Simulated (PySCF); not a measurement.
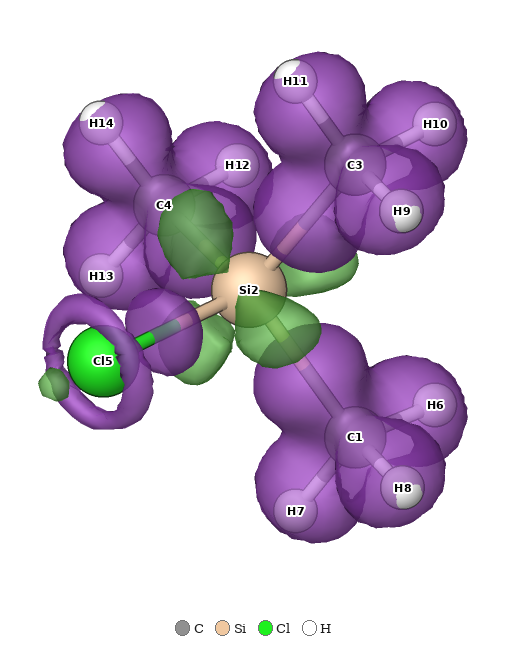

C$_{3}$H$_{9}$ClSi, SMILES `C[Si](C)(C)Cl`. Deformation density (molecule less spherical, spin-averaged free atoms at the same positions), surfaces at ±0.09 e/Å³; purple: gain, green: loss.

Method: HF/def2-SVP; geometry: GFN2-xTB; program: PySCF. No frequency check shows the geometry to be a minimum. GFN2-xTB bond lengths at metals and heavier atoms can be off by up to 0.1 Å and shapes distorted, which carries into these values.

Coordinates in Å:

```
C1      -0.8978   -1.3515    1.2035
Si2     -0.3029    0.0004    0.0001
C3      -0.9032   -0.3640   -1.7697
C4      -0.8947    1.7196    0.5697
Cl5      1.7417   -0.0022   -0.0021
H6      -1.9818   -1.3957    1.2409
H7      -0.5395   -1.1700    2.2118
H8      -0.5504   -2.3307    0.9023
H9      -0.5400   -1.3293   -2.1197
H10     -1.9873   -0.3782   -1.8225
H11     -0.5480    0.3851   -2.4702
H12     -1.9786    1.7757    0.5904
H13     -0.5329    1.9488    1.5723
H14     -0.5359    2.5016   -0.0920
```

> How much density has each bond gained at its critical point, relative to the free atoms?

C1–H8, C4–H14, C3–H11 and C1–H7: +0.65 e/Å³ at the bond critical point (bond length 1.08 Å, Mayer order 1.0). C4–H12, C3–H10 and C1–H6: +0.64 e/Å³ at the bond critical point (bond length 1.08 Å, Mayer order 1.0). C3–H9 and C4–H13: +0.64 e/Å³ at the bond critical point (bond length 1.09 Å, Mayer order 1.0). Si2–C3: +0.18 e/Å³ at the bond critical point (bond length 1.90 Å, Mayer order 1.0). C1–Si2 and Si2–C4: +0.18 e/Å³ at the bond critical point (bond length 1.91 Å, Mayer order 1.0). Si2–Cl5: +0.03 e/Å³ at the bond critical point (bond length 2.04 Å, Mayer order 1.0); up to 0.6 Å beside the axis the gain reaches +0.20 e/Å³. In all, 3.0 electrons gather in the regions of gain relative to the promolecule. A small or negative value marks a very polar bond, one between electron-rich atoms, whose free-atom densities already overlap strongly, a long bond to a heavier atom, or a closed-shell contact such as a hydrogen bond.

> Where do the Hirshfeld charges lie?

The highest Hirshfeld charge is on Si2 (+0.45 e), the lowest on C1, C3 and C4 (−0.22 e).

Run time: 2.3 s on 1 thread of Intel(R) Xeon(R) Platinum 8259CL CPU @ 2.50GHz (Skylake/Cascade Lake), on a shared host, peak memory 0.51 GiB.
